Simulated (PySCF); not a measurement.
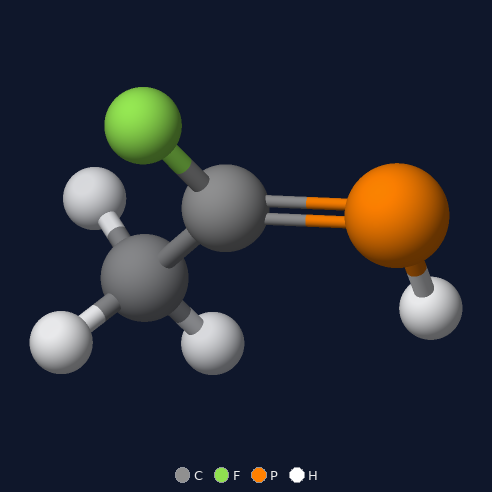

A ball-and-stick model of a molecule. Double and triple bonds are drawn as two and three sticks.

The geometry was computed by an optimisation with GFN2-xTB. No frequency run is at hand to confirm it as a minimum.

Description:

It has 8 atoms: 2 carbon, 4 hydrogen, 1 fluorine and 1 phosphorus (C2H4FP). Its SMILES string is `[H]/P=C(\C)F`. It has no ring. Among its groups: C–F bond. This geometry has Cs symmetry. Coordination: 1 C tetrahedral; 1 C trigonal planar; 1 P bent.

The parts below concern this one geometry. Atoms keep their numbers from picture to picture.

**Shape**

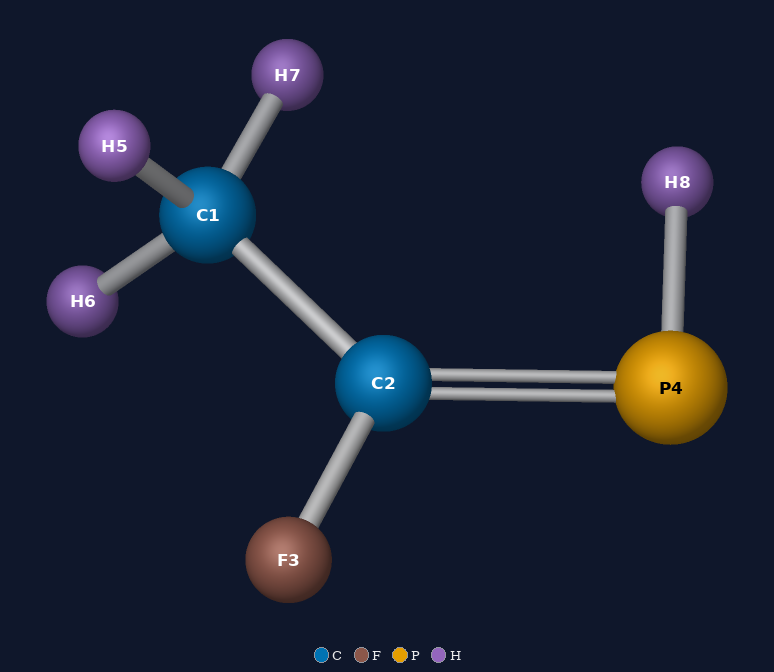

Atoms carry their numbers in the input. No frequency run is at hand to confirm it as a minimum.

Give these bond angles: C2–C1–H5, C2–C1–H7, H5–C1–H6, H5–C1–H7, C1–C2–F3, C1–C2–P4, F3–C2–P4, C2–P4–H8.

```tsv
angle	degrees
C2–C1–H5	109.8
C2–C1–H7	110.9
H5–C1–H6	107.5
H5–C1–H7	109.4
C1–C2–F3	112.2
C1–C2–P4	131.1
F3–C2–P4	116.8
C2–P4–H8	94.2
```

**Dipole moment**

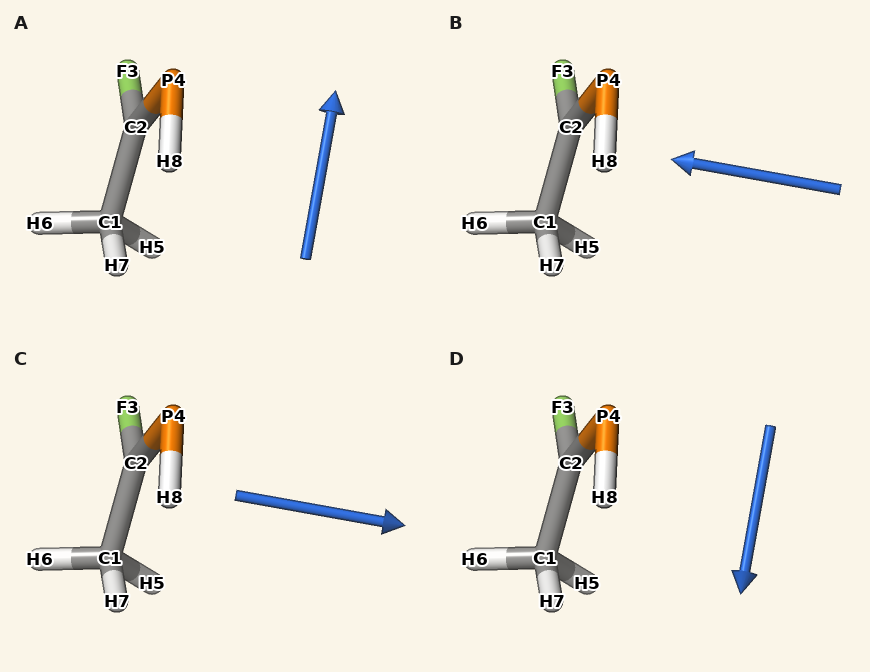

The same molecule four times, each with an arrow. No frequency run is at hand to confirm it as a minimum. Method: CAM-B3LYP/def2-SVPD, gas phase (PySCF 2.14.0).

**Which arrow points along the dipole moment, from the negative to the positive end?**

D. The dipole moment is 2.30 D; it points from the side of F3 to the side of H7 (the outermost atoms at the two ends).

**Polarisability**

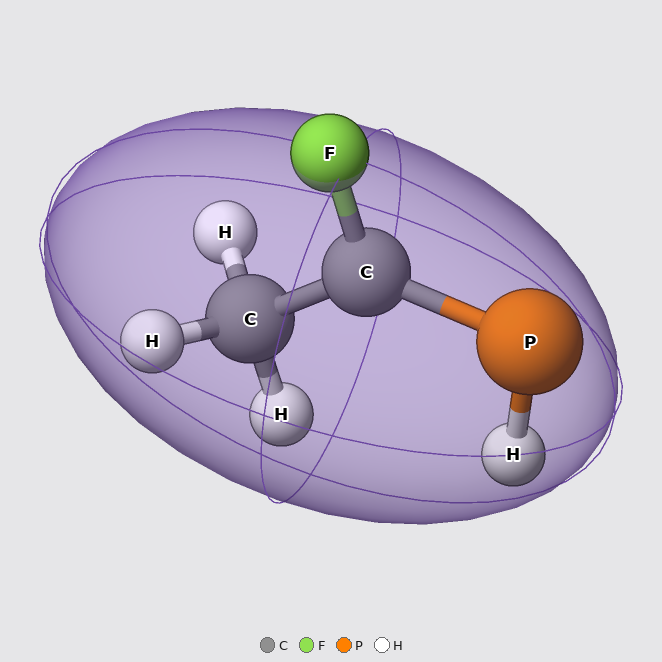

The ellipsoid shows the static dipole polarisability: its half-axes are proportional to the principal values. No frequency run is at hand to confirm it as a minimum. Level of theory: CAM-B3LYP/def2-SVPD (PySCF 2.14.0).

**Give the principal values, the mean and the anisotropy.**

Principal values 39.8, 48.4, 71.1 bohr³; mean 53.1 bohr³ (7.87 Å³); anisotropy 27.9 bohr³, so the longest axis is 1.78 times the shortest.

**Excitation**

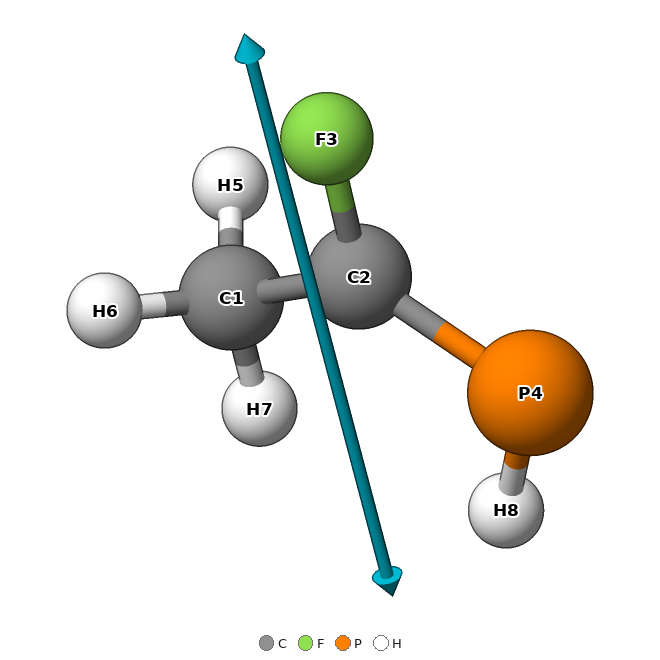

The double arrow shows the direction of the transition dipole to excited singlet state 6 (its length means nothing). No frequency run is at hand to confirm it as a minimum. Level of theory: TDDFT CAM-B3LYP/def2-SVPD, vertical, gas phase, core orbitals frozen in the response (PySCF 2.14.0).

**How is the transition polarised?**

Nearly parallel to the C2–F3 bond.

**Give its energy, strength and character.**

7.70 eV (161 nm), oscillator strength 0.092, mainly HOMO−1 → LUMO+1 (weight 0.86); transition dipole 1.77 D.

The geometry is semi-empirical. Around P such bond lengths and angles can be off by a tenth of an ångström or more and by several degrees, and values that hang on the shape move with them.
